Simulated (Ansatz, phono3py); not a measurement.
## CeO2 (Fm-3m): thermal conductivity with phono3py

Aim: with force constants in hand, see how mesh, solver, isotopes and boundaries change the conductivity of CeO2.

What experiment has found for this phase:
- thermal conductivity 10.8 W/m/K near room temperature (given in “Predicting the lattice thermal conductivity of solids by solving the Boltzmann transport equation: AFLOW - AAPL an automated, accurate and efficient framework”, 2017, arXiv:1611.05481)

Main program and level: Ansatz 0.2.0 and phono3py 4.10.0; DFT PBEsol, scalar-relativistic, plane waves, PAW; PAW set soft_1, in the first sound run; inputs show where later runs differ.

### 1. The structure

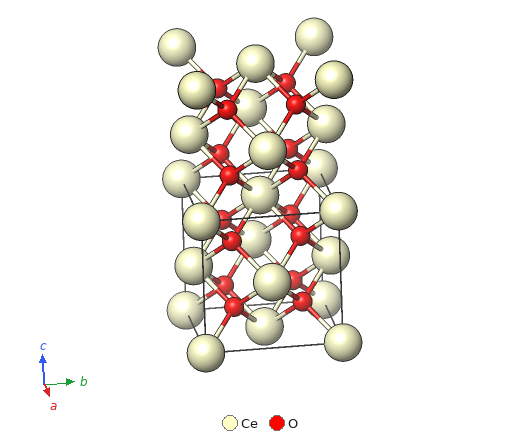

Start, viewed slightly off an axis; cerium light yellow, oxygen red. 1×1×2 cells are drawn. This picture shows the conventional cell, with its axes. Some periodic images of atoms are drawn too.

As a file:

```cif
data_structure
_symmetry_space_group_name_H-M 'P 1'
_symmetry_Int_Tables_number 1
_cell_length_a 3.8174
_cell_length_b 3.8174
_cell_length_c 3.8174
_cell_angle_alpha 60.000
_cell_angle_beta 60.000
_cell_angle_gamma 60.000
_cell_volume 39.33
loop_
_atom_site_label
_atom_site_type_symbol
_atom_site_fract_x
_atom_site_fract_y
_atom_site_fract_z
_atom_site_occupancy
Ce1 Ce 0.00000 0.00000 0.00000 1
O2 O 0.25000 0.25000 0.25000 1
O3 O 0.75000 0.75000 0.75000 1
```

### 2. The earlier run that gave the force constants

The input, input.yaml:

```yaml
crystal:
  lattice:
    - [0.0, 2.6992869242, 2.6992869242]
    - [2.6992869242, 0.0, 2.6992869242]
    - [2.6992869242, 2.6992869242, 0.0]
  atoms:
    - { symbol: Ce, position: [0.0, 0.0, 0.0] }
    - { symbol: O, position: [0.25, 0.25, 0.25] }
    - { symbol: O, position: [0.75, 0.75, 0.75] }
kpoints:
  mp_grid: { grid: [12, 12, 12] }
hamiltonian:
  xc: pbesol
  pseudopotentials: { kind: paw, azcp: { folder: soft_1 }, xc_functional: pbe }
scf:
  occupations: { method: fixed }
  lower_state_search: "off"
output:
  eigenvalues: true
phonons:
  method: fd
  dielectric: true
  qmesh: [6, 6, 6]
  temperatures: { t_max: 1000, t_step: 50 }
  qpath:
    path:
      - [[0.0, 0.0, 0.0], [0.5, 0.0, 0.5], [0.5, 0.25, 0.75], [0.375, 0.375, 0.75], [0.0, 0.0, 0.0], [0.5, 0.5, 0.5], [0.625, 0.25, 0.625], [0.5, 0.25, 0.75], [0.5, 0.5, 0.5], [0.375, 0.375, 0.75]]
      - [[0.625, 0.25, 0.625], [0.5, 0.0, 0.5]]
    npoints: 10
  third_order: { supercell: [3, 3, 3], pair_cutoff: 4.825 }
  lattice_thermal_conductivity:
    qmesh: [19, 19, 19]
    temperatures: [100.0, 150.0, 200.0, 300.0, 400.0, 500.0, 600.0, 800.0]
    isotope_mass_variance:
      - { species: Ce, variance: 2.25e-05 }
      - { species: O, variance: 3.359e-05 }
    solution: relaxation_time
```

On the command line:

```
$ ansatz run input.yaml --threads 18 --pin off --max-ram 92160MiB --backend cuda --events-out ev --progress --plain --runs-dir out --max-vram 78GiB
```

Elapsed: 18 min, on 1 × NVIDIA GB200 with 18 threads of Arm Neoverse V2, shared host; peak memory 6.4 GiB; 3.3 h of CPU time.

Numbers from this step:

| Item | Value |
| --- | --- |
| highest frequency | 571 cm⁻¹ |
| κ at 300 K (relaxation time) | 13.28 W/m/K |
| dipole term | run |
| third-order blocks | 2787 |

### 3. Relaxation-time solution

The base run: each mode relaxes on its own with natural isotopes, and rates are split into normal and umklapp parts.

This step: DFT PBEsol, scalar-relativistic, plane waves, PAW; PAW set soft_1; phono3py on Ansatz's force constants (phono3py 4.10.0).

The input, phono3py.yaml:

```yaml
phono3py:
  version: "4.10.0"
  frequency_unit_conversion_factor: 15.633302
  symmetry_tolerance: 1.00000e-05

physical_unit:
  atomic_mass: "AMU"
  length: "angstrom"

space_group:
  type: "Fm-3m"
  number: 225
  Hall_symbol: "-F 4 2 3"

primitive_matrix:
- [  1.000000000000000,  0.000000000000000,  0.000000000000000 ]
- [  0.000000000000000,  1.000000000000000,  0.000000000000000 ]
- [  0.000000000000000,  0.000000000000000,  1.000000000000000 ]

supercell_matrix:
- [   3,   0,   0 ]
- [   0,   3,   0 ]
- [   0,   0,   3 ]

# [primitive_cell block left out]
unit_cell:
  lattice:
  - [     0.000000000000000,     2.699286924200000,     2.699286924200000 ] # a
  - [     2.699286924200000,     0.000000000000000,     2.699286924200000 ] # b
  - [     2.699286924200000,     2.699286924200000,     0.000000000000000 ] # c
  points:
  - symbol: Ce # 1
    coordinates: [  0.000000000000000,  0.000000000000000,  0.000000000000000 ]
    mass: 140.116000
    reduced_to: 1
  - symbol: O # 2
    coordinates: [  0.250000000000000,  0.250000000000000,  0.250000000000000 ]
    mass: 15.999000
    reduced_to: 2
  - symbol: O # 3
    coordinates: [  0.750000000000000,  0.750000000000000,  0.750000000000000 ]
    mass: 15.999000
    reduced_to: 3

# [supercell block left out]
phonon_supercell_matrix:
- [   6,   0,   0 ]
- [   0,   6,   0 ]
- [   0,   0,   6 ]

# [phonon_primitive_cell block left out]
# [phonon_supercell block left out]
nac:
  born_effective_charge:
  - # 1 (Ce)
    - [  5.766628302692746,  0.000000000000000,  0.000000000000000 ]
    - [  0.000000000000000,  5.766628302692746,  0.000000000000000 ]
    - [  0.000000000000000,  0.000000000000000,  5.766628302692746 ]
  - # 2 (O)
    - [ -2.883314151346373,  0.000000000000000,  0.000000000000000 ]
    - [  0.000000000000000, -2.883314151346373,  0.000000000000000 ]
    - [  0.000000000000000,  0.000000000000000, -2.883314151346373 ]
  - # 3 (O)
    - [ -2.883314151346373,  0.000000000000000,  0.000000000000000 ]
    - [  0.000000000000000, -2.883314151346373,  0.000000000000000 ]
    - [  0.000000000000000,  0.000000000000000, -2.883314151346373 ]
  dielectric_constant:
    - [  7.840627509700767,  0.000000000000000,  0.000000000000000 ]
    - [  0.000000000000000,  7.840627509700767,  0.000000000000000 ]
    - [  0.000000000000000,  0.000000000000000,  7.840627509700767 ]
  unit_conversion_factor: 14.399645
```

On the command line:

```
$ phono3py phono3py.yaml --mesh 19 19 19 --br --isotope --nu --ts 100 150 200 300 400 500 600 800
```

Output:

```text
Rust backend (phonors) using rayon (8 threads).
Running in phono3py.load mode.
Spglib version 2.8.0
----------------------------- General settings -----------------------------
Run mode: conductivity-RTA
HDF5 data compression filter: gzip
Crystal structure was read from "phono3py.yaml".
Supercell (dim): [3 3 3]
Phonon supercell (dim-fc2): [6 6 6]
Primitive matrix:
  [1. 0. 0.]
  [0. 1. 0.]
  [0. 0. 1.]
Spacegroup: Fm-3m (225)
Use -v option to watch primitive cell, unit cell, and supercell structures.
NAC parameters were read from "phono3py.yaml".
fc3 was read from "fc3.hdf5".
fc2 was read from "fc2.hdf5".
----------------------------- Force constants ------------------------------
Max drift of fc3: 0.00000300 (xxx) 0.00000300 (xxx) 0.00000300 (xxx)
Max drift of fc2: -0.00001600 (xx) -0.00001600 (xx)
--------------------------- Calculation settings ---------------------------
Non-analytical term correction (NAC): True
NAC unit conversion factor:  14.39964
BZ integration: Tetrahedron-method
Temperature:  100.0  150.0  200.0  300.0  400.0 ... 800.0
Cutoff frequency: 0.01
Mesh sampling: [ 19 19 19 ]
Generating grid system ... [ 19 19 19 ]
fc3-r2q-transformation over three atoms: True
--------------------------- Phonon calculations ----------------------------
Use NAC by Gonze et al. (no real space sum in current implementation)
  PRB 50, 13035(R) (1994), PRB 55, 10355 (1997)
  G-cutoff distance: 1.22, Number of G-points: 307, Lambda: 0.36
Running harmonic phonon calculations...
-------------------- Lattice thermal conductivity (RTA) --------------------
Running heat capacity calculations...
Running velocity calculations...
Running isotope scattering calculations with tetrahedron method...
======================= Grid point 0 (1/220) =======================
q-point: ( 0.00  0.00  0.00)
Boundary mean free path (millimeter): 1000.000
Mass variance parameters: 2.25e-05 3.36e-05 3.36e-05
Number of triplets: 220
Frequency     group velocity (x, y, z)     |gv|
  -0.008   (   0.000    0.000    0.000)    0.000
  -0.008   (   0.000    0.000    0.000)    0.000
  -0.008   (   0.000    0.000    0.000)    0.000
   8.313   (   0.000    0.000    0.000)    0.000
   8.313   (   0.000    0.000    0.000)    0.000
   8.313   (   0.000    0.000    0.000)    0.000
  12.987   (   0.000    0.000    0.000)    0.000
  12.987   (   0.000    0.000    0.000)    0.000
  12.987   (   0.000    0.000    0.000)    0.000
======================= Grid point 1 (2/220) =======================
q-point: ( 0.05  0.00  0.00)
Boundary mean free path (millimeter): 1000.000
Mass variance parameters: 2.25e-05 3.36e-05 3.36e-05
Number of triplets: 670
Frequency     group velocity (x, y, z)     |gv|
   0.629   ( -21.257   21.257   21.257)   36.818
   0.629   ( -21.257   21.257   21.257)   36.818
   1.027   ( -34.821   34.821   34.821)   60.311
   8.336   (  -1.549    1.549    1.549)    2.683
   8.336   (  -1.549    1.549    1.549)    2.683
  12.956   (   2.086   -2.086   -2.086)    3.613
  12.956   (   2.086   -2.086   -2.086)    3.613
[...]
[217 grid points left out]
======================= Grid point 1647 (220/220) =======================
q-point: (-0.26  0.47  0.21)
Boundary mean free path (millimeter): 1000.000
Mass variance parameters: 2.25e-05 3.36e-05 3.36e-05
Number of triplets: 1810
Frequency     group velocity (x, y, z)     |gv|
[...]
5.748   (  -0.554   27.798   -0.000)   27.804
   5.940   (  12.171  -20.580    0.000)   23.910
   6.056   (  -5.989    2.630    0.000)    6.541
   6.429   ( -20.136   -9.102    0.000)   22.098
  10.548   (   1.099   48.241   -0.000)   48.253
  11.021   (  -2.583  -45.179    0.000)   45.252
  13.850   (   2.460    2.547   -0.000)    3.541
  16.652   (   2.590   -1.619   -0.000)    3.054
=================== End of collection of collisions ===================
----------- Thermal conductivity (W/m-k) with tetrahedron method -----------
#  T(K)        xx         yy         zz         yz         xz         xy
  100.0      47.797     47.797     47.797     -0.000     -0.000      0.000
  150.0      27.456     27.456     27.456     -0.000     -0.000      0.000
  200.0      19.667     19.667     19.667     -0.000     -0.000      0.000
  300.0      12.740     12.740     12.740     -0.000     -0.000      0.000
  400.0       9.471      9.471      9.471     -0.000     -0.000      0.000
  500.0       7.549      7.549      7.549     -0.000     -0.000      0.000
  600.0       6.278      6.278      6.278     -0.000     -0.000      0.000
  800.0       4.700      4.700      4.700     -0.000     -0.000      0.000

Thermal conductivity related properties were written into
"kappa-m191919.hdf5".
Summary of calculation was written in "phono3py.yaml".
```

Run time: 2.1 min. Hardware: 8 threads of Intel Xeon Platinum 8375C at 2.90GHz (Ice Lake), shared host; peak memory 0.17 GiB; 13 min of CPU time.

This step gave:

* κ at 300 K: 12.74 W/m/K
* κ xx, yy, zz at 300 K: 12.74, 12.74, 12.74 W/m/K
* normal share of three-phonon scattering at 300 K: 0.473

W/m/K. Kappa, by row:

| T (K) | xx | yy | zz | yz | xz | xy |
| --- | --- | --- | --- | --- | --- | --- |
| 100 | 47.8 | 47.8 | 47.8 | 0 | 0 | 0 |
| 150 | 27.46 | 27.46 | 27.46 | 0 | 0 | 0 |
| 200 | 19.67 | 19.67 | 19.67 | 0 | 0 | 0 |
| 300 | 12.74 | 12.74 | 12.74 | 0 | 0 | 0 |
| 400 | 9.471 | 9.471 | 9.471 | 0 | 0 | 0 |
| 500 | 7.549 | 7.549 | 7.549 | 0 | 0 | 0 |
| 600 | 6.278 | 6.278 | 6.278 | 0 | 0 | 0 |
| 800 | 4.7 | 4.7 | 4.7 | 0 | 0 | 0 |

Lattice thermal conductivity, xx against temperature:

| temperature (K) | lattice thermal conductivity, xx (W/m/K) |
| --- | --- |
| 100 | 47.8 |
| 150 | 27.5 |
| 200 | 19.7 |
| 300 | 12.7 |
| 400 | 9.47 |
| 500 | 7.55 |
| 600 | 6.28 |
| 800 | 4.7 |

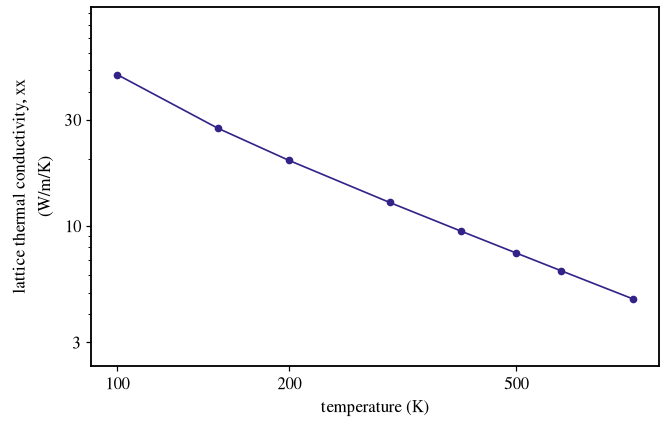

Lattice thermal conductivity, xx against temperature.

The mean scattering rate at 300 K by frequency:

| frequency (THz) | normal (1/ps) | umklapp (1/ps) |
| --- | --- | --- |
| 0.36 | 0.0103 | 0.00116 |
| 1.07 | 0.0335 | 0.00855 |
| 1.78 | 0.0783 | 0.0284 |
| 2.50 | 0.124 | 0.0637 |
| 3.21 | 0.121 | 0.109 |
| 3.93 | 0.129 | 0.174 |
| 4.64 | 0.206 | 0.224 |
| 5.35 | 0.314 | 0.305 |
| 6.07 | 0.418 | 0.464 |
| 6.78 | 0.471 | 0.708 |
| 7.50 | 0.546 | 0.691 |
| 8.21 | 0.52 | 0.526 |
| 8.92 | 0.596 | 0.69 |
| 9.64 | 0.717 | 0.941 |
| 10.35 | 0.666 | 0.82 |
| 11.07 | 0.665 | 0.719 |
| 11.78 | 0.791 | 0.854 |
| 12.49 | 0.722 | 0.85 |
| 13.21 | 0.683 | 0.955 |
| 13.92 | 0.546 | 1.13 |
| 14.64 | - | - |
| 15.35 | 2.08 | 2.66 |
| 16.06 | 1.98 | 2.3 |
| 16.78 | 1.72 | 3.19 |

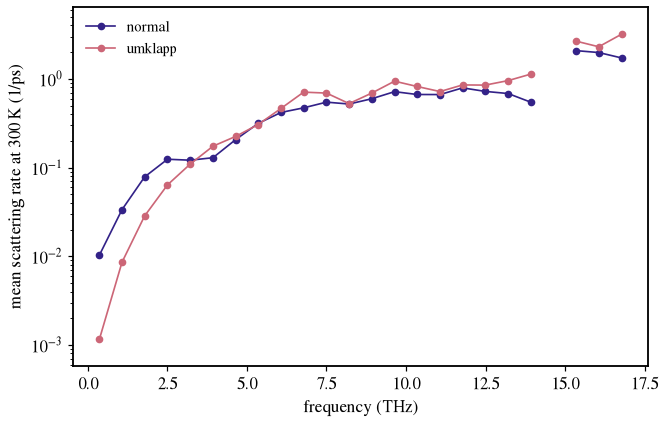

Mean scattering rate at 300 K against frequency.

The base value at 300 K is 12.7 W/(m K).

The lattice thermal conductivity, xx is 12.7 W/m/K at 300 K, going as T^-1.0 above 200 K.

### 4. Two programs, one set of constants

This step: DFT PBEsol, scalar-relativistic, plane waves, PAW; PAW set soft_1 (Ansatz 0.2.0).

Ansatz's figure includes its coherence part. Comparison, by row:

| T (K) | Ansatz RTA (W/m/K) | phono3py RTA (W/m/K) | difference (%) |
| --- | --- | --- | --- |
| 100 | 48.66 | 47.8 | -1.77 |
| 150 | 28.02 | 27.46 | -2 |
| 200 | 20.2 | 19.67 | -2.62 |
| 300 | 13.28 | 12.74 | -4.07 |
| 400 | 10.02 | 9.471 | -5.48 |
| 500 | 8.102 | 7.549 | -6.83 |
| 600 | 6.833 | 6.278 | -8.12 |
| 800 | 5.252 | 4.7 | -10.51 |

### 5. Without isotopes, third order supercell 3×3×3, supercell 6×6×6

Leaving out the isotope term shows how much the natural mass disorder scatters.

This step: DFT PBEsol, scalar-relativistic, plane waves, PAW; PAW set soft_1; phono3py on Ansatz's force constants (phono3py 4.10.0).

phono3py.yaml is that of step 3.

On the command line:

```
$ phono3py phono3py.yaml --mesh 19 19 19 --br --ts 100 150 200 300 400 500 600 800
```

Output:

```text
[banner, memory and clock lines left out]
Rust backend (phonors) using rayon (8 threads).
Running in phono3py.load mode.
Spglib version 2.8.0
----------------------------- General settings -----------------------------
Run mode: conductivity-RTA
HDF5 data compression filter: gzip
Crystal structure was read from "phono3py.yaml".
Supercell (dim): [3 3 3]
Phonon supercell (dim-fc2): [6 6 6]
Primitive matrix:
  [1. 0. 0.]
  [0. 1. 0.]
  [0. 0. 1.]
Spacegroup: Fm-3m (225)
Use -v option to watch primitive cell, unit cell, and supercell structures.
NAC parameters were read from "phono3py.yaml".
fc3 was read from "fc3.hdf5".
fc2 was read from "fc2.hdf5".
----------------------------- Force constants ------------------------------
Max drift of fc3: 0.00000300 (xxx) 0.00000300 (xxx) 0.00000300 (xxx)
Max drift of fc2: -0.00001600 (xx) -0.00001600 (xx)
--------------------------- Calculation settings ---------------------------
Non-analytical term correction (NAC): True
NAC unit conversion factor:  14.39964
BZ integration: Tetrahedron-method
Temperature:  100.0  150.0  200.0  300.0  400.0 ... 800.0
Cutoff frequency: 0.01
Mesh sampling: [ 19 19 19 ]
Generating grid system ... [ 19 19 19 ]
fc3-r2q-transformation over three atoms: True
--------------------------- Phonon calculations ----------------------------
  PRB 50, 13035(R) (1994), PRB 55, 10355 (1997)
  G-cutoff distance: 1.22, Number of G-points: 307, Lambda: 0.36
Running harmonic phonon calculations...
-------------------- Lattice thermal conductivity (RTA) --------------------
Running heat capacity calculations...
Running velocity calculations...
======================= Grid point 0 (1/220) =======================
q-point: ( 0.00  0.00  0.00)
Boundary mean free path (millimeter): 1000.000
Number of triplets: 220
Frequency     group velocity (x, y, z)     |gv|
  -0.008   (   0.000    0.000    0.000)    0.000
  -0.008   (   0.000    0.000    0.000)    0.000
  -0.008   (   0.000    0.000    0.000)    0.000
   8.313   (   0.000    0.000    0.000)    0.000
   8.313   (   0.000    0.000    0.000)    0.000
   8.313   (   0.000    0.000    0.000)    0.000
  12.987   (   0.000    0.000    0.000)    0.000
  12.987   (   0.000    0.000    0.000)    0.000
  12.987   (   0.000    0.000    0.000)    0.000
======================= Grid point 1 (2/220) =======================
q-point: ( 0.05  0.00  0.00)
Boundary mean free path (millimeter): 1000.000
Number of triplets: 670
Frequency     group velocity (x, y, z)     |gv|
   0.629   ( -21.257   21.257   21.257)   36.818
   0.629   ( -21.257   21.257   21.257)   36.818
   1.027   ( -34.821   34.821   34.821)   60.311
   8.336   (  -1.549    1.549    1.549)    2.683
   8.336   (  -1.549    1.549    1.549)    2.683
  12.956   (   2.086   -2.086   -2.086)    3.613
  12.956   (   2.086   -2.086   -2.086)    3.613
[...]
[217 grid points left out]
======================= Grid point 1647 (220/220) =======================
q-point: (-0.26  0.47  0.21)
Boundary mean free path (millimeter): 1000.000
Number of triplets: 1810
Frequency     group velocity (x, y, z)     |gv|
[...]
5.748   (  -0.554   27.798   -0.000)   27.804
   5.940   (  12.171  -20.580    0.000)   23.910
   6.056   (  -5.989    2.630    0.000)    6.541
   6.429   ( -20.136   -9.102    0.000)   22.098
  10.548   (   1.099   48.241   -0.000)   48.253
  11.021   (  -2.583  -45.179    0.000)   45.252
  13.850   (   2.460    2.547   -0.000)    3.541
  16.652   (   2.590   -1.619   -0.000)    3.054
=================== End of collection of collisions ===================
----------- Thermal conductivity (W/m-k) with tetrahedron method -----------
#  T(K)        xx         yy         zz         yz         xz         xy
  100.0      48.215     48.215     48.215     -0.000     -0.000      0.000
  150.0      27.583     27.583     27.583     -0.000     -0.000      0.000
  200.0      19.730     19.730     19.730     -0.000     -0.000      0.000
  300.0      12.766     12.766     12.766     -0.000     -0.000      0.000
  400.0       9.486      9.486      9.486     -0.000     -0.000      0.000
  500.0       7.558      7.558      7.558     -0.000     -0.000      0.000
  600.0       6.285      6.285      6.285     -0.000     -0.000      0.000
  800.0       4.704      4.704      4.704     -0.000     -0.000      0.000

Thermal conductivity related properties were written into
"kappa-m191919.hdf5".
Summary of calculation was written in "phono3py.yaml".
```

Wall time 1.9 min (8 threads); peak memory 0.17 GiB; 11 min of CPU time.

This step gave:

```
κ at 300 K            : 12.77 W/m/K
κ xx, yy, zz at 300 K : 12.77, 12.77, 12.77 W/m/K
```

W/m/K. Kappa, by row:

| T (K) | xx | yy | zz | yz | xz | xy |
| --- | --- | --- | --- | --- | --- | --- |
| 100 | 48.22 | 48.22 | 48.22 | 0 | 0 | 0 |
| 150 | 27.58 | 27.58 | 27.58 | 0 | 0 | 0 |
| 200 | 19.73 | 19.73 | 19.73 | 0 | 0 | 0 |
| 300 | 12.77 | 12.77 | 12.77 | 0 | 0 | 0 |
| 400 | 9.486 | 9.486 | 9.486 | 0 | 0 | 0 |
| 500 | 7.558 | 7.558 | 7.558 | 0 | 0 | 0 |
| 600 | 6.285 | 6.285 | 6.285 | 0 | 0 | 0 |
| 800 | 4.704 | 4.704 | 4.704 | 0 | 0 | 0 |

κ at 300 K goes from 12.7 in the base run to 12.8 W/(m K).

(Continued in part 2 of 5.)

[Logs are printed without paths, hosts, clocks, repeated set-up lines and the standing remarks that a program may print on its own settings, such as how far it seeks lower states.]

[Hosts, paths, dates, database ids (printed as entryN), source tags and the programs' standing remarks are cut or masked in the printed files.]

[A step with changed settings may run another functional than the one named; its input shows which.]
